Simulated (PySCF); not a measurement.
Run report: C₂H₁₀OSi₄, NMR shielding calculation

System: C₂H₁₀OSi₄.
Method: GIAO PBE0/pcSseg-1 NMR shielding, non-relativistic, gas phase (PySCF 2.14.0).

The geometry comes from this level: GFN2-xTB. It belongs to a series of runs on one base structure; here: constitutional isomer. Figures and captions count atoms from 1; the log counts them from 0 in places.

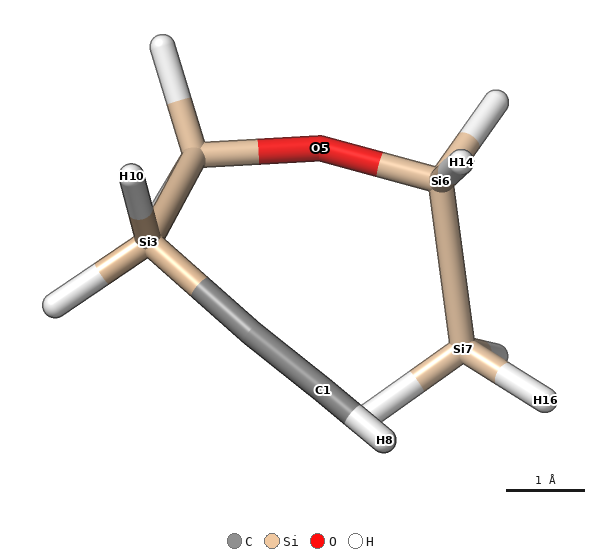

Fig. 1: The structure (stick view, seen at a tilt; atoms are numbered from 1 in the order of the input). Bond lengths as drawn: C–C 1.20 Å, C–H 1.05 Å, C–Si 1.85 Å, H–Si 1.47 Å, O–Si 1.62 to 1.63 Å and Si–Si 2.30 to 2.31 Å.

**The input**
```
{"job": {"kind": "nmr", "xc": "PBE0", "basis": "pcSseg-1"}, "charge": 0, "multiplicity": 1}
C     -1.635346    -1.241779     1.621421
C     -1.972637    -0.580636     0.674229
Si    -2.346749     0.467387    -0.808986
Si    -0.394152     1.172936    -1.813642
O      0.780607     1.250720    -0.697479
Si     1.627685     0.884841     0.641501
Si     2.006191    -1.382692     0.692349
H     -1.371298    -1.828793     2.454429
H     -3.175920    -0.374286    -1.689709
H     -3.219815     1.541863    -0.302514
H      0.122581     0.259837    -2.842295
H     -0.435585     2.531370    -2.365651
H      2.824892     1.723923     0.502384
H      0.831018     1.420347     1.754021
H      3.283123    -1.766313     0.073504
H      2.087409    -1.873711     2.074680
H      0.980997    -2.192983     0.021850
```

The first line tells a small driver script what to run in PySCF; the rest is the geometry in Å.

Hardware: 1 CPU thread, shared host.

Run as:
```bash
OMP_NUM_THREADS=1 python <driver script> task.json out
```

**Log**
```
coarse grid: 15960 points
cycle   1  E = -1314.4947555619  dE =  4.720e-01  |g| = 8.343e-01  |ddm| = 3.813e+00
cycle   2  E = -1314.2353185437  dE =  2.594e-01  |g| = 1.411e+00  |ddm| = 2.110e+00
cycle   3  E = -1314.6231226436  dE = -3.878e-01  |g| = 1.319e-01  |ddm| = 1.581e+00
cycle   4  E = -1314.6264818346  dE = -3.359e-03  |g| = 5.066e-02  |ddm| = 1.854e-01
cycle   5  E = -1314.6270718183  dE = -5.900e-04  |g| = 2.349e-02  |ddm| = 6.464e-02
cycle   6  E = -1314.6272080417  dE = -1.362e-04  |g| = 5.806e-03  |ddm| = 1.913e-02
cycle   7  E = -1314.6272165300  dE = -8.488e-06  |g| = 8.951e-04  |ddm| = 5.567e-03
final grid: 135048 points
cycle   8  E = -1314.6772707658  dE = -1.496e-05  |g| = 7.586e-03  |ddm| = 2.365e-02
cycle   9  E = -1314.6772575832  dE =  1.318e-05  |g| = 1.149e-02  |ddm| = 1.450e-02
cycle  10  E = -1314.6772808048  dE = -2.322e-05  |g| = 9.347e-04  |ddm| = 9.211e-03
cycle  11  E = -1314.6772809993  dE = -1.945e-07  |g| = 2.271e-04  |ddm| = 1.206e-03
cycle  12  E = -1314.6772810079  dE = -8.611e-09  |g| = 1.488e-04  |ddm| = 2.827e-04
cycle  13  E = -1314.6772810135  dE = -5.624e-09  |g| = 2.294e-05  |ddm| = 1.144e-04
cycle  14  E = -1314.6772810137  dE = -1.294e-10  |g| = 3.985e-06  |ddm| = 2.606e-05
```

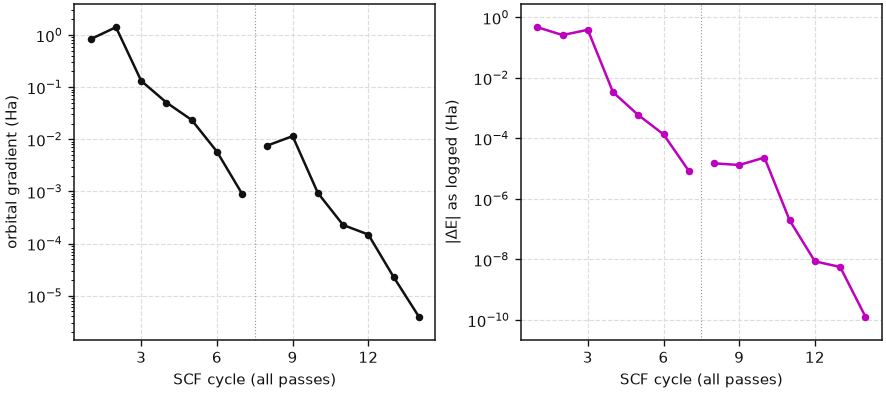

Fig. 2: Convergence of the self-consistent field: orbital gradient and size of the energy change against the SCF cycle. The dotted line marks the change from a coarse to the final integration grid. The first 7 cycles use a coarse grid, the final grid takes over at cycle 8, and the field converges after 14 cycles in all.

```
converged SCF energy = -1314.6772810137

GIAO shielding tensors (ppm)
atom      isotropic    diamagn.    paramagn.     s11        s22        s33       span
  0 C       77.598     261.225    -183.627     -9.723     -3.162    245.681    255.404
  1 C      101.302     264.739    -163.437      8.796     12.179    282.929    274.133
  2 Si     455.593     881.634    -426.041    433.453    459.220    474.107     40.653
  3 Si     382.697     880.300    -497.603    326.246    355.523    466.322    140.076
  4 O      350.427     402.332     -51.905    234.764    405.951    410.564    175.800
  5 Si     375.610     880.827    -505.217    314.460    355.489    456.881    142.421
  6 Si     469.942     882.526    -412.584    449.944    476.869    483.013     33.069
  7 H       29.691      33.855      -4.164     23.998     26.078     38.998     15.001
  8 H       27.561      28.031      -0.470     24.109     25.534     33.041      8.932
  9 H       27.349      28.125      -0.776     23.839     25.328     32.881      9.042
 10 H       26.113      29.999      -3.886     22.665     24.719     30.954      8.289
 11 H       26.207      28.325      -2.118     22.528     24.726     31.368      8.840
 12 H       26.038      28.918      -2.880     22.223     24.775     31.116      8.894
 13 H       25.960      31.348      -5.388     23.239     24.564     30.079      6.839
 14 H       28.188      29.903      -1.714     24.918     25.564     34.083      9.165
 15 H       28.525      30.865      -2.340     25.308     26.476     33.791      8.483
 16 H       27.857      32.469      -4.612     24.377     27.343     31.851      7.474
```

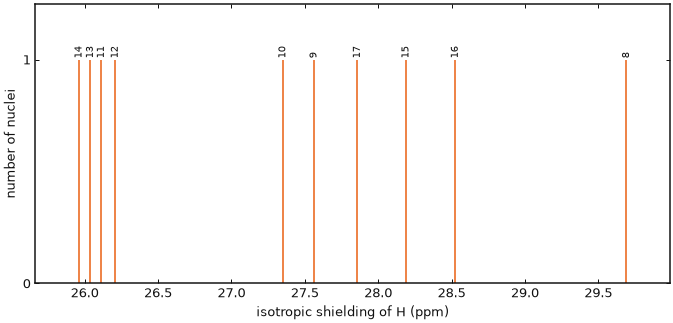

Fig. 3: Isotropic shieldings of the hydrogen nuclei in this fixed geometry, labelled by atom number; shielding grows to the right, so chemical shift grows to the left. The least shielded is H14 (26.0 ppm), the most shielded H8 (29.7 ppm).

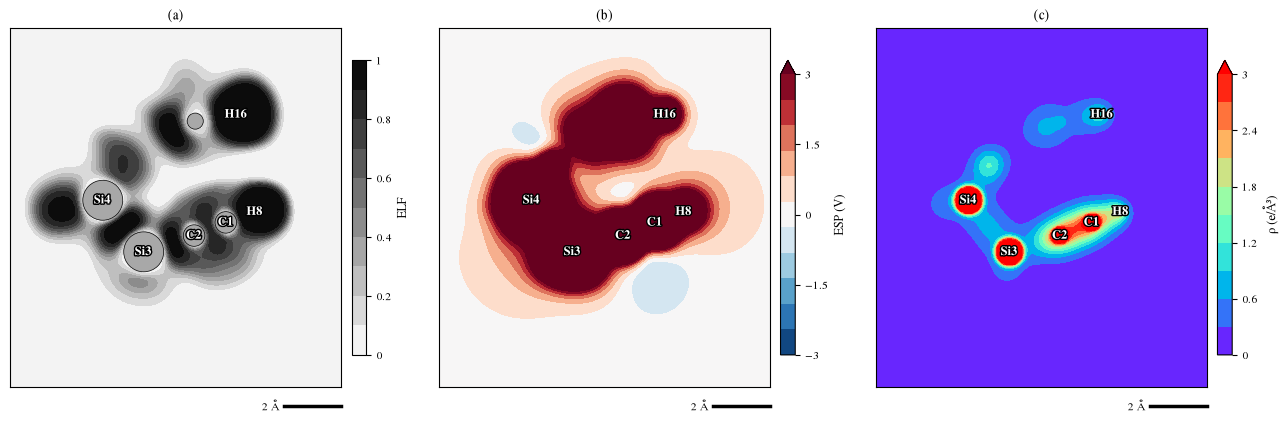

Fig. 4: (a) electron localisation function; (b) molecular electrostatic potential; (c) electron density on the plane of atoms C2, Si3 and Si4. Grey discs, where drawn, cover atomic cores. C–C (1.20 Å): ρ is about 2.8 e/Å³ halfway; the ELF peaks at about 0.85 between the atoms (a multiple bond by its length, whose ELF region spreads away from the axis). C–Si (1.85 Å): ρ is about 0.9 e/Å³ halfway; the ELF peaks at about 0.95 between the atoms, which marks a covalent bond. Si–Si (2.31 Å): ρ is about 0.7 e/Å³ halfway; the ELF peaks at about 1 between the atoms (a covalent bond). C–H (1.05 Å): ρ is about 2.1 e/Å³ halfway; the ELF climbs to about 1 towards the hydrogen, as it does in any bond to H (a covalent bond by its length).

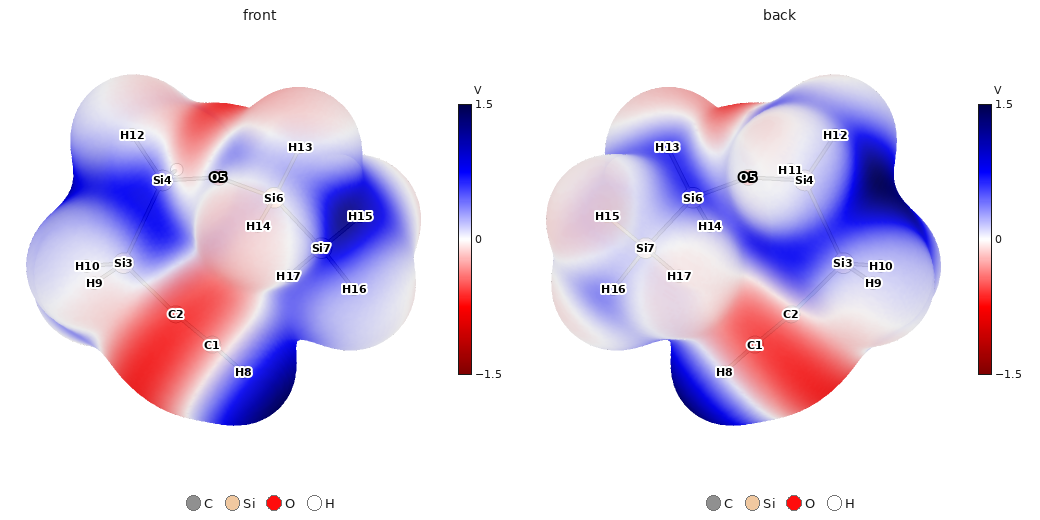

Fig. 5: The electrostatic potential painted on the density surface at 0.001 e/bohr³, seen face on and from behind; red is negative and blue positive. Its dipole moment is 0.22 D.

**Key numbers**

| quantity | value |
| --- | --- |
| outcome | converged |
| total energy | −1314.677281 hartree |
| HOMO | −7.85 eV |
| LUMO | −1.01 eV |
| dipole moment | 0.22 D |
| isotropic shielding, C | 77.6 to 101.3 ppm |
| isotropic shielding, Si | 375.6 to 469.9 ppm |
| isotropic shielding, O | 350.4 ppm |
| isotropic shielding, H | 26.0 to 29.7 ppm |
| wall time | 83 s |
| peak memory | 1 GiB |
